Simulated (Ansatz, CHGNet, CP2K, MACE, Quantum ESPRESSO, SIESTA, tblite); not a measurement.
# Glassy 58SiO2-42ZnO (mol %) (67 atoms) under volume change, by several methods

How stiff is glassy 58SiO2-42ZnO (mol %) (67 atoms) under an even change of volume, and do other programs and learned potentials give the same pressure and slope as plane waves?

Results are calculated, not measured.

### Step 1. Set-up

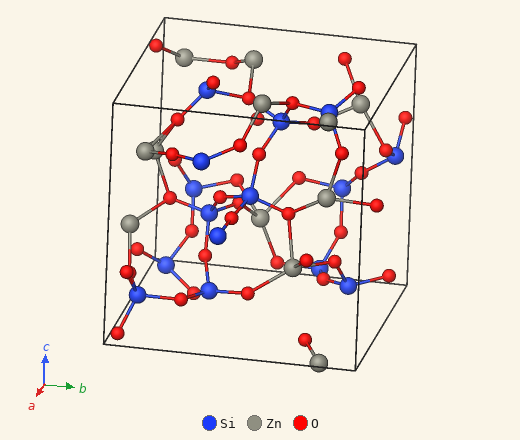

The cell (silicon blue, zinc grey, oxygen red). Bonds to atoms that aren't drawn are left out. Some periodic images of atoms are drawn too.

The cell holds 67 atoms (15 Si, 11 Zn and 41 O), with edges of 9.78, 9.78 and 9.78 Å. Recipe: 67 atoms (15 Si, 11 Zn, 41 O) placed at random at 3.12 g/cm³, melted at 4000 K for 10 ps at fixed volume with the Morse and Coulomb pair potential with partial charges (Pedone, Malavasi, Menziani, Cormack and Segre, J. Phys. Chem. B 110, 11780 (2006)). Quenched from 4000 K to 300 K at 500 K/ps and fixed volume, held 10 ps at zero pressure. Then the atoms were relaxed with MACE MPA-0 medium in the fixed cell.

Bonds by pair of elements; cutoffs follow the first minimum of g(r), held within bounds set by covalent radii, and pairs that aren't listed don't count as bonded:

```csv
pair A-B,cutoff (Å),bonds,mean length (Å),spread (Å),shortest (Å),B about A,A about B
O-Si,2.08,60,1.64,0.03,1.58,1.46,4
O-Zn,2.48,43,2.03,0.126,1.82,1.05,3.91
```

### Step 2. The reference input

Quantum ESPRESSO 7.5: Kohn-Sham DFT, PBE, SSSP efficiency 1.3.0 pseudopotentials, plane waves. Its input, pw.in, for the unchanged cell:

```
&control
  calculation = 'scf'
  pseudo_dir = './pseudo'
  outdir = './tmp'
  disk_io = 'none'
  tprnfor = .true.
  tstress = .true.
/
&system
  ibrav = 0
  nat = 67
  ntyp = 3
  ecutwfc = 60
  ecutrho = 480
  nosym = .true.
  occupations = 'smearing'
  smearing = 'fd'
  degauss = 0.003675
/
&electrons
  conv_thr = 3.4e-07
  electron_maxstep = 100
  mixing_beta = 0.4
  mixing_mode = 'plain'
  diagonalization = 'david'
/
ATOMIC_SPECIES
Si 28.085 Si.upf
Zn 65.380 Zn.upf
O 15.999 O.upf
CELL_PARAMETERS angstrom
9.78013 0.00000 0.00000
0.00000 9.78013 0.00000
0.00000 0.00000 9.78013
ATOMIC_POSITIONS crystal
Si 0.17114 0.68510 0.09486
Si 0.12332 0.95739 0.57577
Si 0.06882 0.15508 0.33123
Si 0.83053 0.09472 0.15514
[... 61 atom lines left out ...]
O 0.07155 0.74404 0.21736
O 0.35068 0.22488 0.00597
K_POINTS gamma
```

```console
$ OMP_NUM_THREADS=1 mpirun -np 4 pw.x -in pw.in > output.txt
```

Wall time 1.9 min (4 MPI ranks of Arm Neoverse V2, shared host); peak memory 2.8 GiB.

It converged with an r.m.s. force component of 0.058 eV/Å and a pressure of -0.42 GPa.

### Step 3. Levels of theory

Every level solves the same cells as single points. CPU time is summed over a level's finished runs, on a host shared with the other runs, so it is rough; the force column is the median over cells of the r.m.s. difference of force components from the reference.

| level | basis or training data | k-points | runs finished | CPU time | peak memory (GiB) | force difference (meV/Å) |
| --- | --- | --- | --- | --- | --- | --- |
| QE, PBE | plane waves, SSSP efficiency, 60/480 Ry | Γ | 5 of 5 | 40 min | 2.9 | reference |
| CP2K double zeta, PBE | DZVP-UZH, GTH-PBE potentials, 800 Ry | Γ | 5 of 5 | 33 min | 6.5 | 74 |
| SIESTA DZP, PBE | DZP orbitals, shift 0.01 Ry, mesh 500 Ry | Γ | 5 of 5 | 18 min | 1.8 | 248 |
| tblite GFN1-xTB | tight binding with its own dispersion term | Γ | 5 of 5 | 14 s | 0.11 | 597 |
| CHGNet 0.3.0 | trained on PBE(+U) plane-wave data | - | 5 of 5 | 16 s | 1 | 83 |
| MACE MPA-0 medium | trained on PBE(+U) plane-wave data | - | 5 of 5 | 35 s | 0.96 | 54 |

The reference's own r.m.s. force component runs from 57 to 62 meV/Å over these cells. MACE MPA-0 medium relaxed the atoms, so in the cells that it relaxed its own forces are small, and its entry isn't an independent test there.

### Step 4. Pressure against volume

The cell is scaled evenly, and at each volume MACE MPA-0 medium relaxes the atoms again before the single points. The unchanged volume is 13.962 Å³ an atom. Pressures in GPa:

```csv
level,-6 %,-3 %,0,+3 %,+6 %
"QE, PBE",3.49,1.29,-0.42,-2.23,-3.54
"CP2K double zeta, PBE",3.79,1.61,-0.09,-1.88,-3.19
"SIESTA DZP, PBE",4.07,1.90,0.18,-1.62,-2.94
tblite GFN1-xTB,7.98,5.95,4.31,2.65,1.37
CHGNet 0.3.0,3.53,1.50,-0.13,-1.83,-3.09
MACE MPA-0 medium,4.06,1.78,0.00,-1.88,-3.24
```

Energy less that of the unchanged cell at the same level, in meV an atom:

```csv
level,-6 %,-3 %,+3 %,+6 %
"QE, PBE",9.23,2.24,2.47,8.01
"CP2K double zeta, PBE",8.14,1.64,2.79,8.87
"SIESTA DZP, PBE",-3.57,-4.32,8.06,19.48
tblite GFN1-xTB,50.70,23.49,-18.26,-33.15
CHGNet 0.3.0,8.18,1.67,2.14,7.79
MACE MPA-0 medium,9.46,1.88,2.49,8.78
```

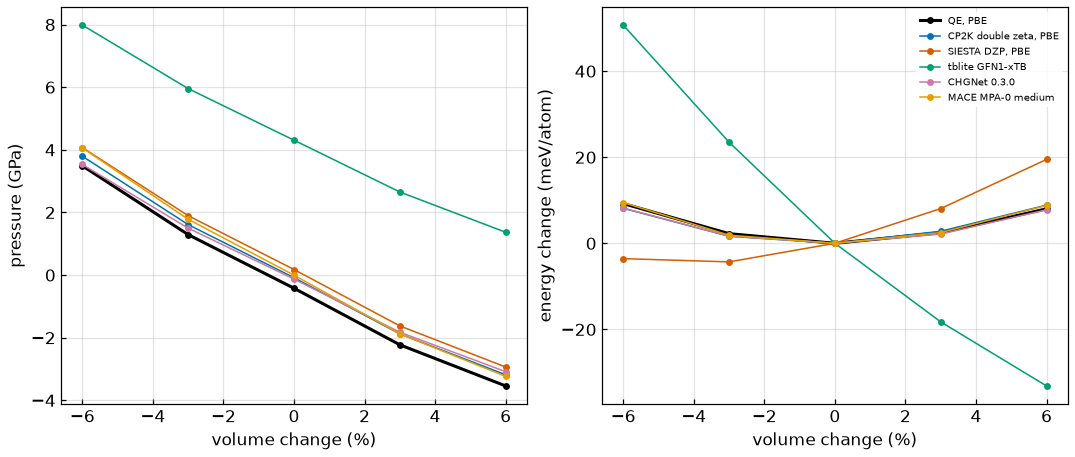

Pressure and energy against volume, by level.

### Step 5. Moduli

From the three volumes nearest the unchanged one: B from the slope of pressure against ln V and from the curvature of the energy, the pressure that the slope of the energy implies, and the volume change at which the printed pressure crosses zero (a dash if it doesn't within the range).

```csv
level,B from pressures (GPa),B from energies (GPa),printed pressure (GPa),pressure from energies (GPa),zero pressure at (%)
"QE, PBE",58.6,60.0,-0.42,-0.04,-0.7
"CP2K double zeta, PBE",58.1,56.4,-0.09,-0.22,-0.2
"SIESTA DZP, PBE",58.7,47.7,0.18,-2.37,+0.3
tblite GFN1-xTB,55.0,66.7,4.31,7.99,-
CHGNet 0.3.0,55.4,48.6,-0.13,-0.09,-0.2
MACE MPA-0 medium,60.9,55.7,0.00,-0.12,-0.0
```

As a check by hand on the reference: from -3 to +3 % the pressure falls by 3.52 GPa while ln V grows by 0.0600, a ratio of 58.6 GPa.

Gap between the highest filled and the lowest empty level on the runs' k-points, in eV:

```csv
level,-6 %,-3 %,0,+3 %,+6 %
"QE, PBE",3.02,2.92,2.83,2.71,2.60
"CP2K double zeta, PBE",3.02,2.92,2.82,2.70,2.60
"SIESTA DZP, PBE",3.32,3.24,3.16,3.05,2.96
```

### Step 6. Findings

The plane-wave reference (PBE) gives a bulk modulus of 58.6 GPa from its pressures, at a volume where its pressure is -0.42 GPa; that pressure crosses zero at -0.7 %. Other programs at PBE: CP2K double zeta, PBE 58.1 GPa (-1 %) and SIESTA DZP, PBE 58.7 GPa (+0 %); their pressures lie +0.34 to +0.60 GPa from the reference's. Learned potentials: CHGNet 0.3.0 55.4 GPa (-6 %) and MACE MPA-0 medium 60.9 GPa (+4 %); their pressures lie +0.29 to +0.42 GPa from the reference's.

Tight binding: tblite GFN1-xTB 55.0 GPa (-6 %); its pressure lies +4.73 GPa from the reference's. The moduli are read at one volume but at unlike pressures, and a cell under tension is as a rule softer than one under compression. All slopes lie within 6 % of the reference's, while the pressures at one volume spread over 4.7 GPa, so the levels would settle at unlike volumes. Moduli from the energies run from 48 to 67 GPa and part from those from pressures by as much as +21 % (tblite GFN1-xTB); they rest on small differences of energy, and for levels other than MACE MPA-0 medium they hold the work of leftover forces. Printed pressure and the slope of the energy part noticeably for SIESTA DZP, PBE and tblite GFN1-xTB; the atoms move along a path that isn't these levels' own, so their forces do work along it, and an error in the stress can't be told from that. The reference's gap falls as the cell grows, from 3.02 eV at -6 % to 2.60 eV at +6 %.

Caveats: The atoms follow MACE MPA-0 medium, not each level's own minimum, so these moduli only approach relaxed ones and hang on that choice. Three points at finite strain give rough moduli, at the given volume rather than at zero pressure. Pressures at a fixed plane-wave cutoff or in a small atom-centred basis hold some basis error. The quench rate of 500 K/ps is many orders above laboratory rates, so the cell is likely richer in defects and strain than a real sample. The reference samples only Γ, in a cell whose shortest periodic width is 10 Å. The reference isn't exact: its cutoffs and mesh weren't converged further here. SIESTA's automatically made basis is far from complete, and its potentials were converted by us (checked for H, C, O, Si, Ge and Ca alone). Where levels are smeared, the DFT runs use Fermi–Dirac occupations at 580 K (0.05 eV), and energies are free energies.

[Logs are printed without paths, hosts, clocks, repeated set-up lines and the standing remarks that a program may print on its own settings, such as how far it seeks lower states.]

[Hosts, paths, dates, database ids (printed as entryN), source tags and the programs' standing remarks are cut or masked in the printed files.]
